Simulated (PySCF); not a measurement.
# C2H6O3Si: NMR shifts at several levels of theory, part 2 of 2

PySCF 2.14.0. Atoms count from 0. The steps go on from the part before.

## 8. NMR shieldings: PBE0/aug-cc-pVDZ

What the job is given:

```
{"job": {"kind": "nmr", "xc": "PBE0", "basis": "aug-cc-pVDZ", "pop": true}, "charge": 0, "multiplicity": 1}
O     -1.129687     1.518808    -0.335558
C     -1.769704     0.508829    -0.201187
C     -1.132324    -0.803060     0.149614
O      0.216090    -0.719290     0.391150
Si     1.347307     0.481363     0.058706
O      2.801940    -0.232221     0.419737
H     -2.879086     0.496423    -0.341334
H     -1.369555    -1.502823    -0.681805
H     -1.669890    -1.209095     1.030858
H      1.304571     0.834416    -1.389881
H      1.289205     1.637694     0.980611
H      3.030704    -1.015251    -0.088621
```

Level: GIAO PBE0/aug-cc-pVDZ NMR shielding, non-relativistic, gas phase.

Standard output:

```text
coarse grid: 10776 points
cycle   1  E = -594.3855173304  dE =  9.003e-01  |g| = 1.095e+00  |ddm| = 7.871e+00
cycle   2  E = -593.7658575523  dE =  6.197e-01  |g| = 2.083e+00  |ddm| = 3.870e+00
cycle   3  E = -594.6083969620  dE = -8.425e-01  |g| = 2.174e-01  |ddm| = 2.560e+00
cycle   4  E = -594.6151808386  dE = -6.784e-03  |g| = 1.202e-01  |ddm| = 4.044e-01
cycle   5  E = -594.6178785374  dE = -2.698e-03  |g| = 1.321e-02  |ddm| = 1.706e-01
cycle   6  E = -594.6179185712  dE = -4.003e-05  |g| = 4.084e-03  |ddm| = 3.466e-02
cycle   7  E = -594.6179221327  dE = -3.561e-06  |g| = 1.004e-03  |ddm| = 7.206e-03
final grid: 100200 points
cycle   8  E = -594.6243520613  dE = -6.906e-06  |g| = 1.115e-02  |ddm| = 9.168e-02
cycle   9  E = -594.6242938834  dE =  5.818e-05  |g| = 2.074e-02  |ddm| = 3.919e-02
cycle  10  E = -594.6243750673  dE = -8.118e-05  |g| = 2.041e-03  |ddm| = 2.452e-02
cycle  11  E = -594.6243758999  dE = -8.326e-07  |g| = 2.811e-04  |ddm| = 2.766e-03
cycle  12  E = -594.6243759142  dE = -1.431e-08  |g| = 1.078e-04  |ddm| = 6.329e-04
cycle  13  E = -594.6243759167  dE = -2.521e-09  |g| = 2.253e-05  |ddm| = 2.081e-04
cycle  14  E = -594.6243759168  dE = -1.123e-10  |g| = 8.487e-06  |ddm| = 5.823e-05
converged SCF energy = -594.6243759168

GIAO shielding tensors (ppm)
atom      isotropic    diamagn.    paramagn.     s11        s22        s33       span
  0 O     -253.843     387.125    -640.968   -773.032   -365.283    376.786   1149.819
  1 C       -5.176     239.693    -244.870   -105.718    -16.587    106.777    212.495
  2 C      121.577     228.446    -106.870     90.704    105.475    168.551     77.847
  3 O      308.362     380.952     -72.591    279.917    304.266    340.902     60.986
  4 Si     435.753     879.400    -443.647    417.664    439.260    450.336     32.672
  5 O      278.739     396.134    -117.396    233.921    291.844    310.451     76.529
  6 H       21.411      31.798     -10.388     19.652     21.174     23.405      3.753
  7 H       26.511      28.916      -2.406     22.517     25.122     31.894      9.377
  8 H       26.411      29.358      -2.947     22.325     24.945     31.963      9.639
  9 H       25.733      26.299      -0.566     22.103     24.748     30.347      8.244
 10 H       25.836      25.280       0.556     21.917     24.629     30.961      9.044
 11 H       30.484      37.207      -6.723     23.247     26.325     41.881     18.635
```

Run time: 20 s. Hardware: 1 thread of Arm Neoverse V1, shared host; peak memory 0.89 GiB.

In short: δ C1 200.3, C2 73.5, O0 589.8, O5 57.2, H6 9.98, H9 5.61 ppm (means over like atoms).

## 9. Shielding tensors: PBE0/IGLO-III

Same as in step 8 but for these lines:

```diff
@@ -1,2 +1,2 @@
-{"job": {"kind": "nmr", "xc": "PBE0", "basis": "aug-cc-pVDZ", "pop": true}, "charge": 0, "multiplicity": 1}
+{"job": {"kind": "nmr", "xc": "PBE0", "basis": "IGLO-III", "pop": true}, "charge": 0, "multiplicity": 1}
 O     -1.129687     1.518808    -0.335558
```

With the program's defaults for keys left out, this is: GIAO PBE0/IGLO-III NMR shielding, non-relativistic, gas phase.

Standard output:

```text
coarse grid: 10776 points
cycle   1  E = -594.4836346645  dE =  8.482e-01  |g| = 1.176e+00  |ddm| = 2.410e+00
cycle   2  E = -593.8199952926  dE =  6.636e-01  |g| = 2.217e+00  |ddm| = 1.902e+00
cycle   3  E = -594.7186375426  dE = -8.986e-01  |g| = 2.497e-01  |ddm| = 1.454e+00
cycle   4  E = -594.7269348877  dE = -8.297e-03  |g| = 1.372e-01  |ddm| = 1.556e-01
cycle   5  E = -594.7301429908  dE = -3.208e-03  |g| = 1.646e-02  |ddm| = 6.811e-02
cycle   6  E = -594.7301910609  dE = -4.807e-05  |g| = 4.877e-03  |ddm| = 1.115e-02
cycle   7  E = -594.7301956534  dE = -4.593e-06  |g| = 1.368e-03  |ddm| = 3.629e-03
final grid: 100200 points
cycle   8  E = -594.7366220331  dE = -7.427e-05  |g| = 1.228e-02  |ddm| = 4.496e-02
cycle   9  E = -594.7365587006  dE =  6.333e-05  |g| = 2.239e-02  |ddm| = 1.312e-02
cycle  10  E = -594.7366458241  dE = -8.712e-05  |g| = 2.354e-03  |ddm| = 9.287e-03
cycle  11  E = -594.7366467743  dE = -9.502e-07  |g| = 6.103e-04  |ddm| = 1.300e-03
cycle  12  E = -594.7366468281  dE = -5.384e-08  |g| = 2.026e-04  |ddm| = 3.812e-04
cycle  13  E = -594.7366468367  dE = -8.525e-09  |g| = 3.734e-05  |ddm| = 1.499e-04
cycle  14  E = -594.7366468369  dE = -2.563e-10  |g| = 1.217e-05  |ddm| = 2.225e-05
converged SCF energy = -594.7366468369

GIAO shielding tensors (ppm)
atom      isotropic    diamagn.    paramagn.     s11        s22        s33       span
  0 O     -309.299     397.980    -707.280   -864.718   -433.341    370.161   1234.879
  1 C      -27.883     249.933    -277.816   -134.584    -38.889     89.826    224.410
  2 C      105.254     250.291    -145.037     73.197     88.346    154.218     81.021
  3 O      296.034     382.213     -86.179    265.634    294.434    328.035     62.401
  4 Si     382.176     888.938    -506.762    371.446    382.407    392.674     21.228
  5 O      263.552     381.062    -117.509    213.730    281.060    295.867     82.136
  6 H       21.484      26.602      -5.118     19.784     21.197     23.472      3.688
  7 H       26.541      29.796      -3.254     22.625     25.134     31.864      9.239
  8 H       26.484      29.078      -2.594     22.487     24.999     31.966      9.480
  9 H       25.860      30.200      -4.339     22.467     25.015     30.099      7.633
 10 H       25.969      29.013      -3.044     22.276     24.906     30.724      8.448
 11 H       30.268      31.882      -1.614     23.145     26.163     41.495     18.350
```

It took 31 s on 1 thread of Arm Neoverse V1, shared host; peak memory 1.1 GiB.

Key values: δ C1 211.7, C2 78.5, O0 636.5, O5 63.6, H6 9.89, H9 5.46 ppm (means over like atoms).

## 10. Shielding tensors: PBE0/pcSseg-0

Same as in step 9 but for these lines:

```diff
@@ -1,2 +1,2 @@
-{"job": {"kind": "nmr", "xc": "PBE0", "basis": "IGLO-III", "pop": true}, "charge": 0, "multiplicity": 1}
+{"job": {"kind": "nmr", "xc": "PBE0", "basis": "pcSseg-0", "pop": true}, "charge": 0, "multiplicity": 1}
 O     -1.129687     1.518808    -0.335558
```

With the program's defaults for keys left out, this is: GIAO PBE0/pcSseg-0 NMR shielding, non-relativistic, gas phase.

Standard output:

```text
coarse grid: 10776 points
cycle   1  E = -593.2884140433  dE =  9.050e-01  |g| = 1.089e+00  |ddm| = 3.473e+00
cycle   2  E = -592.7481481723  dE =  5.403e-01  |g| = 2.004e+00  |ddm| = 3.232e+00
cycle   3  E = -593.5071992466  dE = -7.591e-01  |g| = 2.605e-01  |ddm| = 2.334e+00
cycle   4  E = -593.5188339143  dE = -1.163e-02  |g| = 8.690e-02  |ddm| = 3.099e-01
cycle   5  E = -593.5201893470  dE = -1.355e-03  |g| = 1.078e-02  |ddm| = 9.765e-02
cycle   6  E = -593.5202182500  dE = -2.890e-05  |g| = 2.817e-03  |ddm| = 1.568e-02
cycle   7  E = -593.5202198241  dE = -1.574e-06  |g| = 9.097e-04  |ddm| = 3.935e-03
final grid: 100200 points
cycle   8  E = -593.4894830172  dE = -1.987e-05  |g| = 6.554e-03  |ddm| = 1.643e-02
cycle   9  E = -593.4894626354  dE =  2.038e-05  |g| = 1.230e-02  |ddm| = 1.591e-02
cycle  10  E = -593.4894909818  dE = -2.835e-05  |g| = 1.238e-03  |ddm| = 1.125e-02
cycle  11  E = -593.4894912808  dE = -2.990e-07  |g| = 1.782e-04  |ddm| = 1.172e-03
cycle  12  E = -593.4894912853  dE = -4.537e-09  |g| = 8.905e-05  |ddm| = 2.795e-04
cycle  13  E = -593.4894912870  dE = -1.649e-09  |g| = 1.799e-05  |ddm| = 1.219e-04
cycle  14  E = -593.4894912870  dE = -7.321e-11  |g| = 4.316e-06  |ddm| = 2.512e-05
converged SCF energy = -593.4894912870

GIAO shielding tensors (ppm)
atom      isotropic    diamagn.    paramagn.     s11        s22        s33       span
  0 O     -367.769     403.334    -771.103  -1036.124   -491.260    424.077   1460.201
  1 C      -29.238     251.875    -281.112   -142.332    -49.113    103.731    246.063
  2 C      113.436     243.346    -129.910     79.951    100.850    159.508     79.557
  3 O      342.455     406.864     -64.409    277.242    348.400    401.723    124.481
  4 Si     387.277     875.133    -487.857    359.146    384.693    417.991     58.845
  5 O      296.358     396.098     -99.741    248.644    274.863    365.566    116.923
  6 H       22.705      26.337      -3.632     19.730     23.400     24.987      5.257
  7 H       27.815      28.350      -0.535     23.924     26.356     33.166      9.241
  8 H       27.508      28.271      -0.763     23.378     26.076     33.069      9.691
  9 H       27.082      29.661      -2.579     22.711     25.368     33.169     10.458
 10 H       26.871      29.175      -2.303     22.359     24.929     33.325     10.966
 11 H       32.004      30.790       1.214     24.689     28.147     43.177     18.488
```

Run time: 5 s. Hardware: 1 thread of Arm Neoverse V1, shared host; peak memory 0.45 GiB.

In short: δ C1 222.8, C2 80.1, O0 705.6, O5 41.5, H6 10.13, H9 5.86 ppm (means over like atoms).

## 11. Shielding tensors: PBE0/pcSseg-2

Same as in step 10 but for these lines:

```diff
@@ -1,2 +1,2 @@
-{"job": {"kind": "nmr", "xc": "PBE0", "basis": "pcSseg-0", "pop": true}, "charge": 0, "multiplicity": 1}
+{"job": {"kind": "nmr", "xc": "PBE0", "basis": "pcSseg-2", "pop": true}, "charge": 0, "multiplicity": 1}
 O     -1.129687     1.518808    -0.335558
```

With the program's defaults for keys left out, this is: GIAO PBE0/pcSseg-2 NMR shielding, non-relativistic, gas phase.

Standard output:

```text
coarse grid: 10776 points
cycle   1  E = -594.4966939167  dE =  8.503e-01  |g| = 1.169e+00  |ddm| = 2.432e+00
cycle   2  E = -593.8466199456  dE =  6.501e-01  |g| = 2.183e+00  |ddm| = 2.221e+00
cycle   3  E = -594.7314879789  dE = -8.849e-01  |g| = 2.481e-01  |ddm| = 1.729e+00
cycle   4  E = -594.7401440960  dE = -8.656e-03  |g| = 1.308e-01  |ddm| = 1.908e-01
cycle   5  E = -594.7431087238  dE = -2.965e-03  |g| = 1.591e-02  |ddm| = 8.222e-02
cycle   6  E = -594.7431554552  dE = -4.673e-05  |g| = 4.840e-03  |ddm| = 1.334e-02
cycle   7  E = -594.7431600640  dE = -4.609e-06  |g| = 1.258e-03  |ddm| = 4.055e-03
final grid: 100200 points
cycle   8  E = -594.7381423648  dE = -5.552e-05  |g| = 1.176e-02  |ddm| = 2.764e-02
cycle   9  E = -594.7380812564  dE =  6.111e-05  |g| = 2.180e-02  |ddm| = 1.504e-02
cycle  10  E = -594.7381656474  dE = -8.439e-05  |g| = 2.159e-03  |ddm| = 1.106e-02
cycle  11  E = -594.7381664816  dE = -8.341e-07  |g| = 4.236e-04  |ddm| = 1.450e-03
cycle  12  E = -594.7381665062  dE = -2.467e-08  |g| = 1.750e-04  |ddm| = 3.314e-04
cycle  13  E = -594.7381665127  dE = -6.482e-09  |g| = 2.905e-05  |ddm| = 1.415e-04
cycle  14  E = -594.7381665129  dE = -1.523e-10  |g| = 1.052e-05  |ddm| = 2.372e-05
converged SCF energy = -594.7381665129

GIAO shielding tensors (ppm)
atom      isotropic    diamagn.    paramagn.     s11        s22        s33       span
  0 O     -310.916     400.459    -711.375   -865.808   -438.898    371.959   1237.767
  1 C      -29.068     250.690    -279.759   -136.692    -40.100     89.587    226.279
  2 C      104.990     240.706    -135.716     73.022     88.050    153.899     80.876
  3 O      298.168     395.813     -97.645    267.741    296.381    330.382     62.641
  4 Si     375.650     875.761    -500.111    363.440    377.640    385.871     22.431
  5 O      263.608     383.603    -119.995    213.206    282.254    295.365     82.159
  6 H       21.399      26.767      -5.368     19.681     21.088     23.426      3.744
  7 H       26.493      29.081      -2.588     22.572     25.056     31.851      9.280
  8 H       26.395      28.470      -2.075     22.360     24.872     31.953      9.593
  9 H       25.919      30.010      -4.092     22.515     25.091     30.151      7.636
 10 H       25.969      29.161      -3.192     22.313     24.869     30.725      8.411
 11 H       29.822      31.685      -1.863     22.562     25.539     41.364     18.802
```

Run time: 41 s. Hardware: 1 thread of Arm Neoverse V1, shared host; peak memory 1.2 GiB.

This run: δ C1 213.2, C2 79.1, O0 639.1, O5 64.5, H6 9.85, H9 5.30 ppm (means over like atoms).

## 12. Comparing the runs: NMR shifts

Shifts (ppm) of some atoms, chosen among heavy atoms and hydrogens apart, means over like atoms, with basis size and wall time:

```tsv
run	C1	H6	H9	O0	O5	O3	Si4	functions	time
PBE0/6-31G*	191.3	9.52	5.39	570.1	49.1	11.2	-10.4	100	8 s
PBE0/6-311+G(2d,p)	205.4	9.89	5.54	618.1	60.6	28.9	-32.1	206	20 s
PBE0/def2-SVP	196.8	9.18	5.08	609.6	58.4	26.5	-39.3	118	8.8 s
PBE0/def2-TZVP	207.3	9.88	5.50	629.9	66.2	33.9	-35.1	228	24 s
PBE0/cc-pVDZ	197.1	9.44	5.07	607.0	57.1	28.7	-28.4	118	9.7 s
PBE0/cc-pVTZ	205.2	9.83	5.36	627.2	62.1	32.3	-26.0	268	31 s
PBE0/aug-cc-pVDZ	200.3	9.98	5.61	589.8	57.2	27.5	-19.0	196	20 s
PBE0/IGLO-III	211.7	9.89	5.46	636.5	63.6	31.2	-36.8	279	31 s
PBE0/pcSseg-0	222.8	10.13	5.86	705.6	41.5	-4.6	-38.8	70	5 s
PBE0/pcSseg-2	213.2	9.85	5.30	639.1	64.5	30.0	-34.4	307	41 s
```

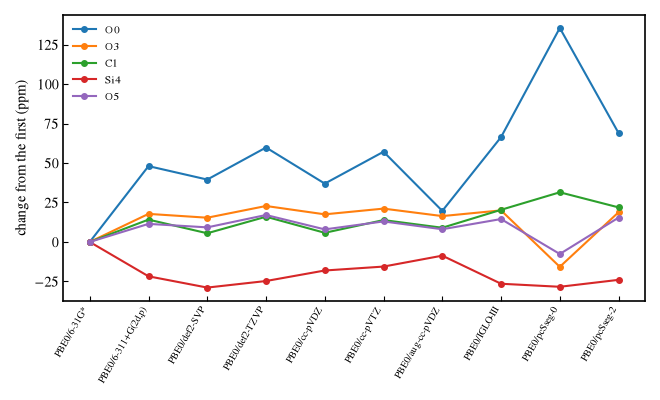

How five of the tabulated atoms move from run to run.

## 13. What came out

The summary covers parts 1 to 2.

| quantity | value |
| --- | --- |
| 13C shifts against TMS (PBE0/6-31G*) | 191.3, 71.5 ppm |
| 1H shifts against TMS (PBE0/6-31G*, means over atoms taken as alike) | 9.52, 5.39, 4.57, 1.23 ppm |
| 17O shifts against H2O (PBE0/6-31G*) | 570.1, 49.1, 11.2 ppm |
| 29Si shifts against TMS (PBE0/6-31G*) | -10.4 ppm |
| range of the shift of O0 | 570.1 to 705.6 ppm |

In words: Single values in the summary come from the first sound run of each kind (PBE0/6-31G*), which need not be the best level. At PBE0/6-31G*: The widest tensor belongs to O0: span 1154 ppm, with a paramagnetic part of -643 ppm. In ppm, O0 moves most: its shift spreads over 135.5 ppm, from 570.1 (PBE0/6-31G*) to 705.6 (PBE0/pcSseg-0).
